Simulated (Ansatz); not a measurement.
## Electronic structure of BClH₂O in real space

```yaml
atoms:
  - { symbol: B, position_ang: [0.0357, -0.0575, -0.0371] }
  - { symbol: Cl, position_ang: [-0.0307, -0.0989, 1.8040] }
  - { symbol: H, position_ang: [1.0602, 0.2209, -0.5655] }
  - { symbol: O, position_ang: [-1.0680, -0.3402, -0.7913] }
  - { symbol: H, position_ang: [-1.9186, -0.5710, -0.3466] }
```

Level of theory: RKS BLYP-D4/6-31G in Ansatz 0.2.0.

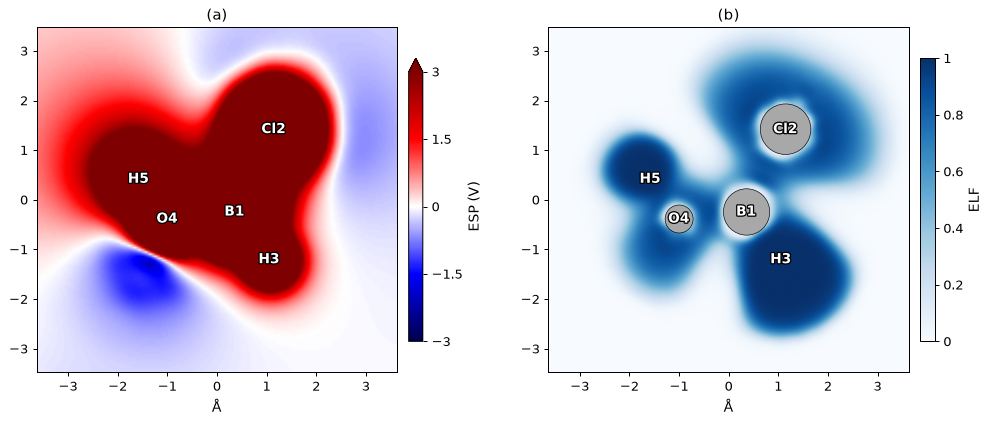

Figure 1. (a) molecular electrostatic potential; (b) electron localisation function on the molecular plane. Grey discs cover the atomic cores in the ELF map.

**Interpret the plot.**

- The plane passes through B, Cl, H and O nuclei.
- B–O (1.37 Å): the ELF peaks at about 0.90 between the atoms: a polar covalent bond.
- B–Cl (1.84 Å): the ELF peaks at about 0.85 between the atoms: a shared but strongly polarised pair.
- O–H (0.99 Å): the ELF climbs to about 1 towards the hydrogen, as it does in any bond to H; an ordinary covalent bond to hydrogen.
- B–H (1.19 Å): the ELF climbs to about 1 towards the hydrogen: an ordinary covalent bond to hydrogen.
- The ELF also peaks beside O4 and Cl2, away from the bonds: lone-pair regions.
- Outside the dense part of the molecule the potential is most negative (−1.6 V) near O4.

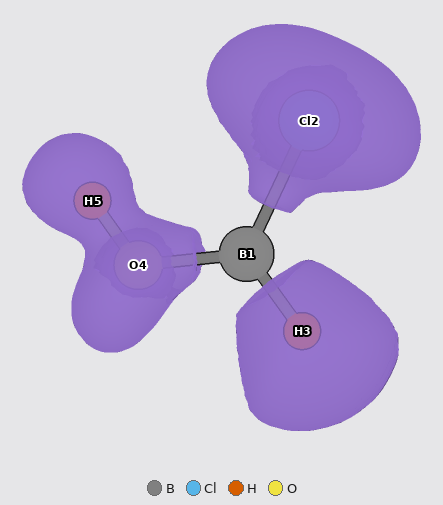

Figure 2. Isosurface of the electron localisation function at 0.75 (purple), seen at a tilt. Core shells and regions of very low density are left out.

**Where are the electrons localised?**

The ELF exceeds this value in one region around a hydrogen nucleus, one region on Cl in which the atom's valence shell and bonds are merged and one joined region spread over several atoms (H, O), in which their bonds and any lone pairs are merged.

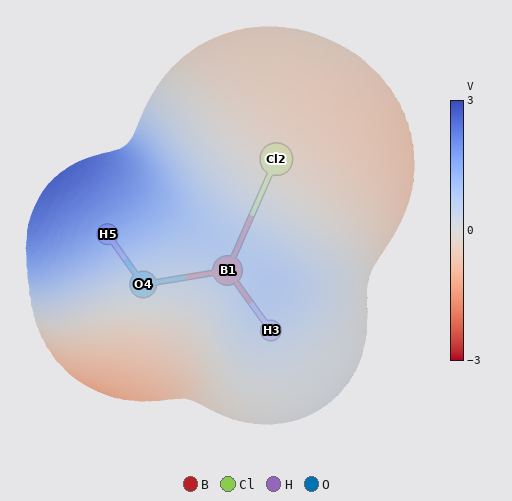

Figure 3. The electrostatic potential painted on the density surface at 0.001 e/bohr³, seen at a tilt; the colour scale runs from red (negative) to blue (positive).

**Describe the electrostatic potential map.**

The most negative region (about −1.1 V) lies over O4, the most positive (about +2.6 V) over H5. O4 is the likeliest acceptor of a hydrogen bond.
